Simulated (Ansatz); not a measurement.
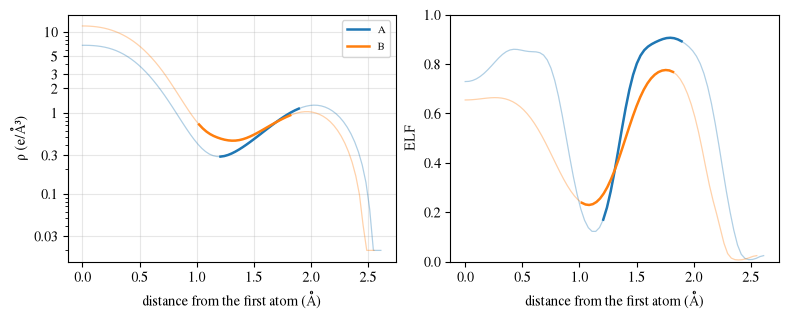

The picture shows: Ca$_{2}$PtS$_{3}$. Valence pseudo-density and electron localisation function along straight lines between neighbouring atoms. Thin, pale parts lie inside the atomic spheres.

Space group R-3m; a structure from a database of computed crystals, not necessarily the ambient phase; started from the Mg2SiNi3-166 prototype, which need not be the ambient phase.

Method: DFT, r2SCAN+rVV10, plane waves, PAW (Ansatz 0.2.0).

The density is the valence pseudo-density of a PAW calculation; it isn't the true density close to the nuclei.

> Which curve belongs to which contact (Ca–S and Pt–S)? The first atom named is at distance zero.

Curve A: Ca–S (2.61 Å): ρ at the midpoint is about 0.31 e/Å³; the ELF peaks at about 0.90 in the valence shell of S, 0.8 Å from its nucleus, and is about 0.35 at the midpoint; a largely ionic contact. Curve B: Pt–S (2.55 Å): the density is about 0.46 e/Å³ at the midpoint; the ELF peaks at about 0.80 in the valence shell of S, 0.8 Å from its nucleus, and drops to about 0.25 between the two atoms.
